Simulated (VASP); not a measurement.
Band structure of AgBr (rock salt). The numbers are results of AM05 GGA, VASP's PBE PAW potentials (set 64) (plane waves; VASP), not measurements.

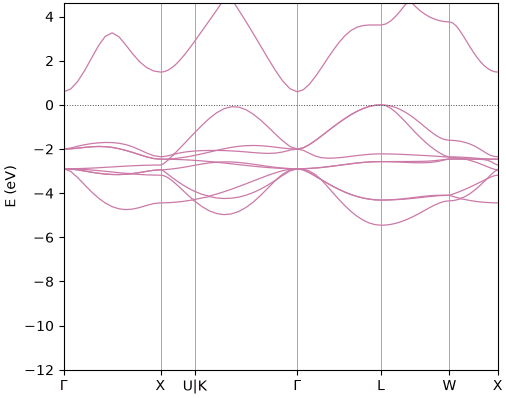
*Bands along high-symmetry lines, zero at the valence-band maximum or, without a gap, the Fermi level*

Problem. Read the plot: is there a gap, and where are the band edges?

Solution. The gap is indirect, 0.59 eV, from the valence maximum at L to the conduction minimum at Γ. (Edges off the drawn lines would not show.)

The compound is AgBr in the rock salt structure. It was relaxed first.
